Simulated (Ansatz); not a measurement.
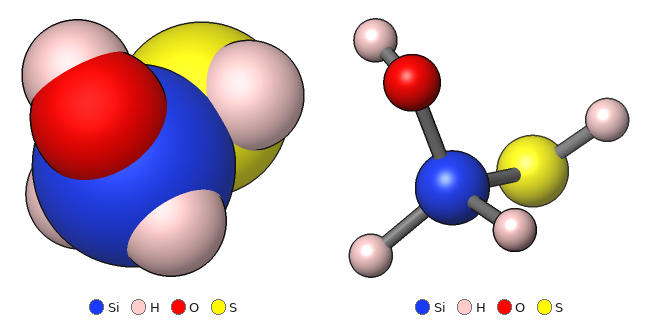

The same structure drawn twice, from different directions.

What does the picture show?

The molecule is H₄OSSi. The point group is C1. Coordination: 1 Si tetrahedral; 1 O bent; 1 S bent.

More results for the same structure follow; atom numbers are the same in all pictures, views and colours differ. Computed geometry: PBE0-D4/def2-TZVP optimisation.

**Electronic properties**

Method: RKS PBE0-D4/def2-TZVP (Ansatz 0.2.0).

Computed properties:

- dipole moment: 0.85 D
- harmonic zero-point energy: 107.9 kJ/mol
- dispersion correction: −10.6 kJ/mol

**Vibrations**

Harmonic vibrations computed with RKS PBE0-D4/def2-TZVP (Ansatz 0.2.0) at a stationary point of the same level.

How many vibrational modes are there, and where do they lie?

15 modes: 195, 249, 316, 507, 523, 712, 793, 840, 912, 918, 953, 2232, 2268, 2707, 3912 cm⁻¹.

**Charges**

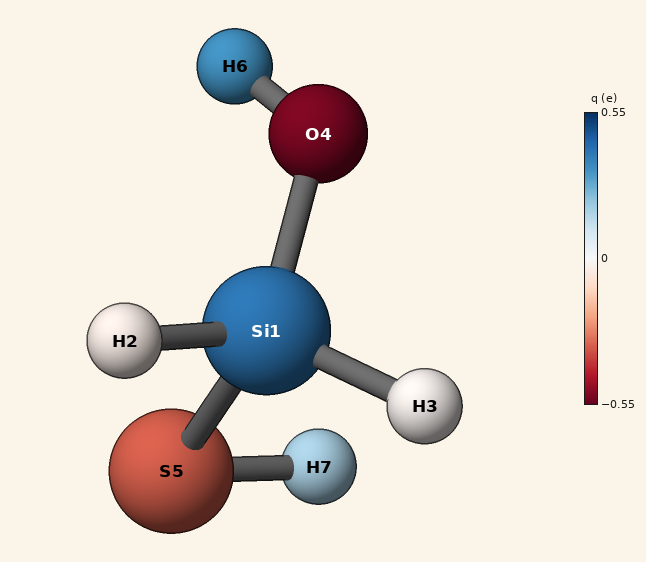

Atoms are coloured by their Mulliken charges. Level of theory: RKS PBE0-D4/def2-TZVP (Ansatz 0.2.0).

Which atom carries the highest charge (most positive or least negative)?

Si1 (0.40 e).

And the lowest?

O4 (−0.51 e).

List the Mulliken charges.

```tsv
atom	value (e)
Si1	0.40
H2	−0.04
H3	−0.02
O4	−0.51
S5	−0.33
H6	0.33
H7	0.17
```

Mulliken values depend strongly on the basis set and can even reverse the polarity of a bond.
